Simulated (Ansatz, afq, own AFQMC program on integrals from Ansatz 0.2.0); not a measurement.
**ZrN₃ (quartet): quantum Monte Carlo beside coupled cluster at distance Zr1–N3 = 2.822 Å, def2-SVP**

Aim: compute ZrN₃ (quartet) with auxiliary-field quantum Monte Carlo on the same integrals as coupled cluster, and set the energies side by side.

Method: def2-SVP, frozen cores; program: Ansatz 0.2.0, Gaussian basis, and an in-house AFQMC program (afq) on its integrals; all values are calculated.

To be run: PBE (unrestricted); CCSD(T) on UHF; r2SCAN (unrestricted); PBE0 (unrestricted); B3LYP (unrestricted); wB97M-V (unrestricted); B2PLYP (unrestricted); Phaseless AFQMC, CISD trial on UHF; Phaseless AFQMC, single-determinant trial on UHF.

3 further runs of the same task are left out: 3 that didn't finish.

### Step 1. The geometry

The geometry derives from a PBE0/def2-TZVP stationary point (not a proven minimum). One bond is set to the value named and the two fragments are kept rigid. No spin-orbit coupling is included. Elements past krypton take def2 core potentials.

4 atoms, charge 0, spin multiplicity 4.

Atoms are counted from 1 here; the program's logs count them from 0.

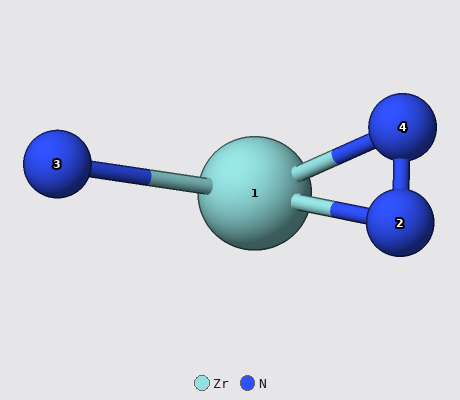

The geometry (zirconium light teal, nitrogen blue); atoms are numbered from 1 in the order of the file.

Coordinates:

```
Zr    0.00000   -0.37410    0.31316
N     0.56967    0.17728   -1.87128
N     0.00000    2.08192    1.70299
N    -0.56967    0.17728   -1.87128
```

### Step 2. PBE (unrestricted)

The input, in.yaml:

```yaml
crystal:
  periodic: [false, false, false]
  atoms:
    - {symbol: Zr, position_ang: [0.000000, -0.374102, 0.313161]}
    - {symbol: N, position_ang: [0.569668, 0.177280, -1.871283]}
    - {symbol: N, position_ang: [0.000000, 2.081924, 1.702988]}
    - {symbol: N, position_ang: [-0.569668, 0.177280, -1.871283]}
basis:
  gaussian: {orbitals: def2-SVP}
magnetization: {spin_polarized: true, initial_magnetization: 3}
hamiltonian: {xc: {name: PBE}}
output: {orbitals: {seedname: orbitals}}
```

Command:

```console
ansatz run in.yaml --threads 1 --pin off --events-out ev --progress --plain --max-ram 5632MiB --backend cpu
```

The program printed, shortened:

```text
Functional definition: PBE
  name "PBE"
  cite "Perdew, Burke & Ernzerhof, Phys. Rev. Lett. 77, 3865 (1996) doi:10.1103/PhysRevLett.77.3865"
  parent pbe
[...]
794 factors; their error is unknown
[...]
mean field -5735.15616136 eV, -210.7631015014 hartree, gradient 1.0e-6 eV, S^2 4.394229; 29 other end points of the search recorded, 0 dependent functions left out
reference -5735.15622498 eV, -210.7631038395 hartree; 18, 15 occupied and 55, 58 virtual orbitals, 794 factors
Total energy: -5735.15622498 eV, -210.7631038395 hartree
```

Wall time 52 s (1 thread of AMD EPYC 7R13 (Zen 3), shared host); peak memory 1.8 GiB.

From the report: ⟨S²⟩ of the determinant 4.394 (pure quartet: 3.75). The determinant is far from a pure spin state, so its energy mixes those of several spin states (harmless only where they are near-degenerate, as at dissociation).

### Step 3. CCSD(T) on UHF

in.yaml: that of step 2 with these lines changed.

```diff
@@ -10,3 +10,2 @@
 magnetization: {spin_polarized: true, initial_magnetization: 3}
-hamiltonian: {xc: {name: PBE}}
-output: {orbitals: {seedname: orbitals}}
+correlation: {method: ccsd_t, electrons: outside_noble_gas, hamiltonian_folder: ham}
```

Command:

```console
ansatz run in.yaml --threads 1 --pin off --events-out ev --progress --plain --max-ram 16896MiB --backend cuda --devices 0, --max-vram 18GiB
```

The program printed, shortened:

```text
Functional definition: HF
  name "HF"
  cite "Fock, Z. Phys. 61, 126 (1930) doi:10.1007/BF01340294"
  parent pbe
[...]
754 factors; integrals over basis functions are off by at most 1.6e-3 eV
[...]
mean field -5703.12050527 eV, -209.5858128546 hartree, gradient 2.4e-8 eV, S^2 5.136106; 28 other end points of the search recorded, 0 dependent functions left out
determinant -5703.12050527 eV, -209.5858128546 hartree, with singles and doubles -5716.05601678 eV, -210.0611841349 hartree
determinant -5703.08244878 eV, -209.5844143047 hartree, with singles and doubles -5715.78378114 eV, -210.0511796594 hartree
determinant -5703.05101189 eV, -209.5832590202 hartree, with singles and doubles -5715.94468979 eV, -210.0570929435 hartree
determinant -5703.04916738 eV, -209.5831912356 hartree, with singles and doubles -5715.88511605 eV, -210.0549036487 hartree
[...]
determinant -5702.72003996 eV, -209.5710960260 hartree, with singles and doubles -5715.75113116 eV, -210.0499797948 hartree
determinant -5702.68380525 eV, -209.5697644250 hartree, with singles and doubles -5715.72984175 eV, -210.0491974233 hartree
determinant -5702.56812550 eV, -209.5655132725 hartree, with singles and doubles -5715.92693239 eV, -210.0564403710 hartree
7 core orbitals not correlated: weight in the atoms' cores, before any rotation towards them, 0.929 or more for the frozen orbitals, at most 0.091 for the correlated occupied ones
reference -5703.12050527 eV, -209.5858128546 hartree; 11, 8 occupied and 55, 58 virtual orbitals, 754 factors
second order -11.76711577 eV of doubles, -0.00000000 eV of singles
cycle   1  -13.00792271 eV  change   -4.3e-6 eV  update   5.3e-6
perturbative correction -0.59284984 eV, -0.0217868298 hartree
WARN: the results are in doubt because among natural orbitals the method converges to other amplitudes
Total energy: -5716.72127782 eV, -210.0856320269 hartree
In doubt: among natural orbitals the method converges to other amplitudes
```

Wall time 76 s (1 × NVIDIA H100 80GB HBM3 with 1 thread of AMD EPYC 7R13 (Zen 3), shared host); peak host memory 1.8 GiB.

From the report: ⟨S²⟩ of the determinant 5.136 (pure quartet: 3.75); correlation -13.6008 eV; T1 0.066; largest double amplitude 0.09. The determinant is far from a pure spin state, so its energy mixes those of several spin states (harmless only where they are near-degenerate, as at dissociation). The program marks this result as in doubt; its last lines say why.

This run also writes the integrals to the folder ham.

### Step 4. r2SCAN (unrestricted)

in.yaml: that of step 3 with these lines changed.

```diff
@@ -10,2 +10,2 @@
 magnetization: {spin_polarized: true, initial_magnetization: 3}
-correlation: {method: ccsd_t, electrons: outside_noble_gas, hamiltonian_folder: ham}
+hamiltonian: {xc: {name: r2SCAN}}
```

Command:

```console
ansatz run in.yaml --threads 1 --pin off --events-out ev --progress --plain --max-ram 5632MiB --backend cpu
```

The program printed, shortened:

```text
Functional definition: r2SCAN
  name "r2SCAN"
  cite "Furness, Kaplan, Ning, Perdew & Sun, J. Phys. Chem. Lett. 11, 8208 (2020) doi:10.1021/acs.jpclett.0c02405"
  cite "Furness, Kaplan, Ning, Perdew & Sun, J. Phys. Chem. Lett. 11, 9248 (2020) doi:10.1021/acs.jpclett.0c03077"
  parent r2scan
[...]
794 factors; their error is unknown
[...]
mean field -5737.92425328 eV, -210.8648270033 hartree, gradient 2.8e-6 eV, S^2 4.621044; 23 other end points of the search recorded, 0 dependent functions left out
reference -5737.92429332 eV, -210.8648284748 hartree; 18, 15 occupied and 55, 58 virtual orbitals, 794 factors
Total energy: -5737.92429332 eV, -210.8648284748 hartree
```

Wall time 2 min (1 thread of AMD EPYC 7R13 (Zen 3), shared host); peak memory 1.8 GiB.

From the report: ⟨S²⟩ of the determinant 4.621 (pure quartet: 3.75). The determinant is far from a pure spin state, so its energy mixes those of several spin states (harmless only where they are near-degenerate, as at dissociation).

### Step 5. PBE0 (unrestricted)

in.yaml: that of step 4 with these lines changed.

```diff
@@ -10,2 +10,3 @@
 magnetization: {spin_polarized: true, initial_magnetization: 3}
-hamiltonian: {xc: {name: r2SCAN}}
+hamiltonian: {xc: {name: PBE0}}
+output: {orbitals: {seedname: orbitals}}
```

Launched as before.

The program printed, shortened:

```text
Functional definition: PBE0
  name "PBE0"
  cite "Adamo & Barone, J. Chem. Phys. 110, 6158 (1999) doi:10.1063/1.478522"
  cite "Perdew, Burke & Ernzerhof, Phys. Rev. Lett. 77, 3865 (1996) doi:10.1103/PhysRevLett.77.3865"
  parent pbe
[...]
754 factors; integrals over basis functions are off by at most 1.6e-3 eV
[...]
mean field -5734.06655621 eV, -210.7230592508 hartree, gradient 6.3e-6 eV, S^2 4.535335; 20 other end points of the search recorded, 0 dependent functions left out
reference -5734.06660656 eV, -210.7230611010 hartree; 18, 15 occupied and 55, 58 virtual orbitals, 754 factors
Total energy: -5734.06660656 eV, -210.7230611010 hartree
```

It took 58 s on 1 thread of AMD EPYC 7R13 (Zen 3), shared host; peak memory 1.8 GiB.

From the report: ⟨S²⟩ of the determinant 4.535 (pure quartet: 3.75). The determinant is far from a pure spin state, so its energy mixes those of several spin states (harmless only where they are near-degenerate, as at dissociation).

### Step 6. B3LYP (unrestricted)

in.yaml: that of step 5 with these lines changed.

```diff
@@ -10,3 +10,2 @@
 magnetization: {spin_polarized: true, initial_magnetization: 3}
-hamiltonian: {xc: {name: PBE0}}
-output: {orbitals: {seedname: orbitals}}
+hamiltonian: {xc: {name: B3LYP}}
```

The command is unchanged.

The program printed, shortened:

```text
Functional definition: B3LYP
  name "B3LYP"
  cite "Stephens, Devlin, Chabalowski & Frisch, J. Phys. Chem. 98, 11623 (1994) doi:10.1021/j100096a001"
  cite "Becke, Phys. Rev. A 38, 3098 (1988) doi:10.1103/PhysRevA.38.3098"
  cite "Lee, Yang & Parr, Phys. Rev. B 37, 785 (1988) doi:10.1103/PhysRevB.37.785"
  cite "Vosko, Wilk & Nusair, Can. J. Phys. 58, 1200 (1980) doi:10.1139/p80-159"
[...]
754 factors; integrals over basis functions are off by at most 1.6e-3 eV
[...]
mean field -5739.98467938 eV, -210.9405462660 hartree, gradient 5.3e-6 eV, S^2 4.453093; 22 other end points of the search recorded, 0 dependent functions left out
reference -5739.98493894 eV, -210.9405558044 hartree; 18, 15 occupied and 55, 58 virtual orbitals, 754 factors
Total energy: -5739.98493894 eV, -210.9405558044 hartree
```

Run time: 56 s. Hardware: 1 thread of AMD EPYC 7R13 (Zen 3), shared host; peak memory 1.8 GiB.

From the report: ⟨S²⟩ of the determinant 4.453 (pure quartet: 3.75). The determinant is far from a pure spin state, so its energy mixes those of several spin states (harmless only where they are near-degenerate, as at dissociation).

### Step 7. wB97M-V (unrestricted)

in.yaml: that of step 6 with these lines changed.

```diff
@@ -10,2 +10,3 @@
 magnetization: {spin_polarized: true, initial_magnetization: 3}
-hamiltonian: {xc: {name: B3LYP}}
+hamiltonian: {xc: {name: wB97M-V}}
+output: {orbitals: {seedname: orbitals}}
```

Same command.

The program printed, shortened:

```text
Functional definition: wB97M-V
  name "wB97M-V"
  cite "Mardirossian & Head-Gordon, J. Chem. Phys. 144, 214110 (2016) doi:10.1063/1.4952647"
  cite "Becke, J. Chem. Phys. 107, 8554 (1997) doi:10.1063/1.475007"
  cite "Vydrov & Van Voorhis, J. Chem. Phys. 133, 244103 (2010) doi:10.1063/1.3521275"
  # Of w^i u^j: cxij and so on, Table III.
[...]
  gx(w, u) = 1 - cx + cx01*u + cx10*w
  gss(w, u) = css00 + css04*u^4 + css10*w + css20*w^2 + css43*w^4*u^3
  gos(w, u) = cos00 + cos10*w + (cos20 + cos21*u)*w^2 + (cos60 + cos61*u)*w^6
[...]
      + integral(e_c_pw_mod_opposite_spin*gos(b97_w_opposite, b97_u_opposite)) + vv10(b, c)
754 factors; integrals over basis functions are off by at most 1.6e-3 eV
178 factors; integrals over basis functions are off by at most 2.7e-5 eV
[...]
mean field -5735.74043755 eV, -210.7845732555 hartree, gradient 7.2e-6 eV, S^2 4.430835; 14 other end points of the search recorded, 0 dependent functions left out
reference -5735.74050516 eV, -210.7845757400 hartree; 18, 15 occupied and 55, 58 virtual orbitals, 754 factors
Total energy: -5735.74050516 eV, -210.7845757400 hartree
```

It took 2.6 min on 1 thread of AMD EPYC 7R13 (Zen 3), shared host; peak memory 1.8 GiB.

From the report: ⟨S²⟩ of the determinant 4.431 (pure quartet: 3.75). The determinant is far from a pure spin state, so its energy mixes those of several spin states (harmless only where they are near-degenerate, as at dissociation).

### Step 8. B2PLYP (unrestricted)

in.yaml: that of step 7 with these lines changed.

```diff
@@ -10,3 +10,3 @@
 magnetization: {spin_polarized: true, initial_magnetization: 3}
-hamiltonian: {xc: {name: wB97M-V}}
-output: {orbitals: {seedname: orbitals}}
+hamiltonian: {xc: {name: B2PLYP}}
+correlation: {electrons: outside_noble_gas}
```

The command is unchanged.

The program printed, shortened:

```text
Functional definition: B2PLYP
  name "B2PLYP"
  cite "Grimme, J. Chem. Phys. 124, 034108 (2006) doi:10.1063/1.2148954"
  cite "Becke, Phys. Rev. A 38, 3098 (1988) doi:10.1103/PhysRevA.38.3098"
  cite "Lee, Yang & Parr, Phys. Rev. B 37, 785 (1988) doi:10.1103/PhysRevB.37.785"
[...]
754 factors; integrals over basis functions are off by at most 1.6e-3 eV
[...]
mean field -5726.61081229 eV, -210.4490657154 hartree, gradient 1.4e-6 eV, S^2 4.774546; 19 other end points of the search recorded, 0 dependent functions left out
7 core orbitals not correlated: weight in the atoms' cores, before any rotation towards them, 0.961 or more for the frozen orbitals, at most 0.049 for the correlated occupied ones
reference -5726.61097530 eV, -210.4490717060 hartree; 11, 8 occupied and 55, 58 virtual orbitals, 754 factors
second order -15.82363372 eV of doubles, -0.00000000 eV of singles
Total energy: -5730.88335641 eV, -210.6060788157 hartree
```

Run time: 85 s. Hardware: 1 thread of AMD EPYC 7R13 (Zen 3), shared host; peak memory 1.8 GiB.

From the report: ⟨S²⟩ of the determinant 4.775 (pure quartet: 3.75). The determinant is far from a pure spin state, so its energy mixes those of several spin states (harmless only where they are near-degenerate, as at dissociation).

### Step 9. Phaseless AFQMC, CISD trial on UHF

It reads the integrals that the CCSD(T) run on this determinant wrote.

Command:

```console
afq ham --method phaseless --trial cisd --walkers 4000 --populations 20 --least-time 60 --time-step 0.005 --steps-per-block 50 --equilibration-blocks 40 --max-blocks 4000 --target-error 0.00052 --factor-cut 1e-05 --start spin_pure --seed 624 --release-times 0.24,0.6,1.2,1.8,2.6 --release-step 0.04 --release-every 4 --taylor-order 6
```

The program printed:

```text
orbitals 66  electrons 11 8  factors 550 of 754
reference energy -209.58581285 Eh
CCSD correlation -0.47803297 Eh in 29 cycles, weight of the determinant in the CISD state 0.6808
energy of the start -209.958213 Eh
 block  time / (1/Eh)  mean weight  energy / Eh
     1     0.250  1.0006  -210.010249
     2     0.500  1.0005  -210.038933
     3     0.750  0.9999  -210.054140
     4     1.000  0.9999  -210.063753
     5     1.250  0.9999  -210.072510
     6     1.500  1.0002  -210.079229
     7     1.750  0.9998  -210.080798
     8     2.000  0.9999  -210.085641
     9     2.250  1.0004  -210.086510
    10     2.500  1.0002  -210.088294
    13     3.250  0.9998  -210.083401
    16     4.000  0.9997  -210.084031
    19     4.750  0.9994  -210.088698
    22     5.500  1.0000  -210.087599
    25     6.250  1.0005  -210.086993
    28     7.000  0.9995  -210.092041
    31     7.750  0.9999  -210.084839
    34     8.500  1.0003  -210.088596
    37     9.250  1.0004  -210.084157
    40    10.000  1.0000  -210.086917
    43    10.750  0.9996  -210.085377
    46    11.500  0.9997  -210.088639
    49    12.250  1.0001  -210.089630
    52    13.000  1.0001  -210.091867
    55    13.750  1.0002  -210.091140
    58    14.500  1.0001  -210.088065
    61    15.250  0.9998  -210.087524
    64    16.000  1.0003  -210.085269
    67    16.750  1.0000  -210.091779
    70    17.500  1.0000  -210.084348
    73    18.250  1.0004  -210.086997
    76    19.000  0.9995  -210.085685
    79    19.750  1.0001  -210.082651
    82    20.500  0.9998  -210.083964
    85    21.250  1.0004  -210.085143
    88    22.000  0.9999  -210.084392
    91    22.750  0.9999  -210.088884
    94    23.500  1.0004  -210.082393
    97    24.250  0.9995  -210.089597
   100    25.000  0.9993  -210.082668
   103    25.750  1.0001  -210.090408
   106    26.500  0.9997  -210.086335
   109    27.250  0.9994  -210.086824
   112    28.000  1.0001  -210.082447
   115    28.750  1.0005  -210.089544
   118    29.500  1.0000  -210.084567
   121    30.250  1.0005  -210.084009
   124    31.000  1.0002  -210.083802
   127    31.750  0.9998  -210.083829
   130    32.500  0.9999  -210.082596
   133    33.250  1.0003  -210.087918
   136    34.000  0.9993  -210.082620
   139    34.750  1.0004  -210.087453
   142    35.500  1.0001  -210.084715
error from the spread of 20 populations
released: time / (1/Eh)  energy / Eh  error  mean overlap
  0.24  -210.087849  0.000627  0.9987
  0.60  -210.088266  0.000632  1.0013
  1.20  -210.089209  0.000780  0.9946
  1.80  -210.089121  0.001548  0.9947
  2.60  -210.092199  0.001914  0.9962
energy -210.086395 +/- 0.000469 Eh
```

It took 7.5 min on 1 × NVIDIA H100 80GB HBM3 with 2 threads of AMD EPYC 7R13 (Zen 3), shared host; peak host memory 1.8 GiB.

Energy -5716.7421 ± 0.0128 eV. Caveats: constraint bias not in the error; other amplitudes.

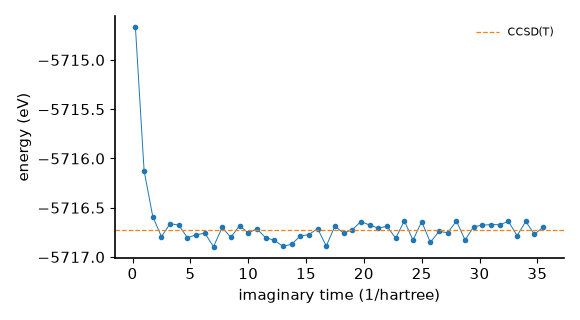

Block energies along the walk.

### Step 10. Phaseless AFQMC, single-determinant trial on UHF

It reads the integrals that the CCSD(T) run on this determinant wrote.

Command:

```console
afq ham --method phaseless --trial hf --walkers 4000 --populations 20 --least-time 40 --time-step 0.005 --steps-per-block 20 --equilibration-blocks 160 --max-blocks 4000 --target-error 0.0026 --factor-cut 1e-05 --start spin_pure --seed 4917 --taylor-order 6
```

The program printed:

```text
orbitals 66  electrons 11 8  factors 550 of 754
reference energy -209.58581285 Eh
CCSD correlation -0.47803297 Eh in 29 cycles, weight of the determinant in the CISD state 0.6808
energy of the start -209.595784 Eh
 block  time / (1/Eh)  mean weight  energy / Eh
     1     0.100  1.0022  -209.724565
     2     0.200  1.0037  -209.814087
     3     0.300  1.0030  -209.875206
     4     0.400  1.0030  -209.920507
     5     0.500  1.0034  -209.952537
     6     0.600  1.0028  -209.980548
     7     0.700  1.0024  -209.998792
     8     0.800  1.0014  -210.013959
     9     0.900  1.0009  -210.021530
    10     1.000  1.0013  -210.031396
    13     1.300  1.0006  -210.060382
    19     1.900  1.0002  -210.065469
    25     2.500  1.0003  -210.094880
    31     3.100  0.9996  -210.081838
    37     3.700  0.9998  -210.084537
    43     4.300  0.9997  -210.088195
    49     4.900  1.0001  -210.082482
    55     5.500  1.0003  -210.088505
    61     6.100  1.0004  -210.076964
    67     6.700  1.0004  -210.086517
    73     7.300  1.0002  -210.084418
    79     7.900  0.9999  -210.090229
    85     8.500  1.0008  -210.100830
    91     9.100  0.9996  -210.089779
    97     9.700  1.0003  -210.095207
   103    10.300  0.9998  -210.085323
   109    10.900  1.0000  -210.085658
   115    11.500  1.0001  -210.080633
   121    12.100  0.9997  -210.073383
   127    12.700  0.9997  -210.078575
   133    13.300  1.0000  -210.084398
   139    13.900  0.9993  -210.076139
   145    14.500  0.9993  -210.073315
   151    15.100  0.9997  -210.083306
   157    15.700  0.9998  -210.079581
   163    16.300  1.0005  -210.068534
   169    16.900  0.9997  -210.090502
   175    17.500  0.9999  -210.084889
   181    18.100  0.9990  -210.070879
   187    18.700  0.9999  -210.084150
   193    19.300  1.0000  -210.090092
   199    19.900  0.9994  -210.085817
   205    20.500  0.9997  -210.073324
   211    21.100  0.9995  -210.092809
   217    21.700  1.0003  -210.095391
   223    22.300  0.9995  -210.080800
   229    22.900  0.9998  -210.080945
   235    23.500  1.0000  -210.078038
error from the spread of 20 populations
energy -210.083451 +/- 0.002491 Eh
```

Run time: 84 s. Hardware: 1 × NVIDIA H100 80GB HBM3 with 2 threads of AMD EPYC 7R13 (Zen 3), shared host; peak host memory 1.8 GiB.

Energy -5716.6619 ± 0.0678 eV. Caveats: constraint bias not in the error; other amplitudes.

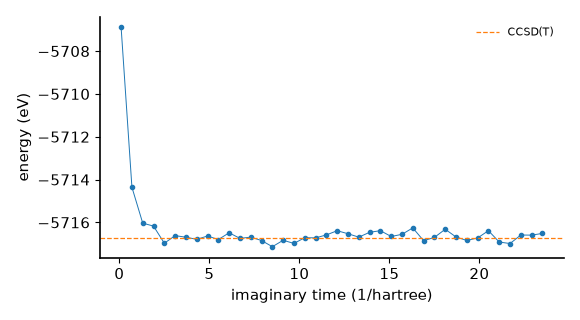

Block energies along the walk.

### Step 11. All levels side by side

On the UHF determinant, counted from CCSD(T) (a yardstick, not exact):

```csv
level,energy (eV),from CCSD(T) (meV),statistical error (meV),time
HF,-5703.1205,+13600.8,,
MP2,-5714.8876,+1833.7,,
CCSD,-5716.1284,+592.8,,
CCSD(T),-5716.7213,0.0,,
"Phaseless AFQMC, CISD trial, step 0.005, 4000 walkers",-5716.7421,-20.8,12.8,7.5 min
"Phaseless AFQMC, single-determinant trial, step 0.005, 4000 walkers",-5716.6619,+59.3,67.8,84 s
```

The functionals' totals stand on their own zeros and serve differences with other points: PBE -5735.156 eV; r2SCAN -5737.924 eV; PBE0 -5734.067 eV; B3LYP -5739.985 eV; wB97M-V -5735.741 eV; B2PLYP -5730.883 eV.

### Step 12. Results

| quantity | value |
| --- | --- |
| Phaseless AFQMC, CISD trial on UHF from CCSD(T) | -20.8 ± 12.8 meV |
| Phaseless AFQMC, single-determinant trial on UHF from CCSD(T) | +59.3 ± 67.8 meV |

On UHF the phaseless walk with the CISD trial lies -20.8 meV from CCSD(T), within three error bars. Error bars are statistical and leave out the constraint, the time step and what remains of the start. Zr carries a core potential, and spin-orbit coupling is left out.
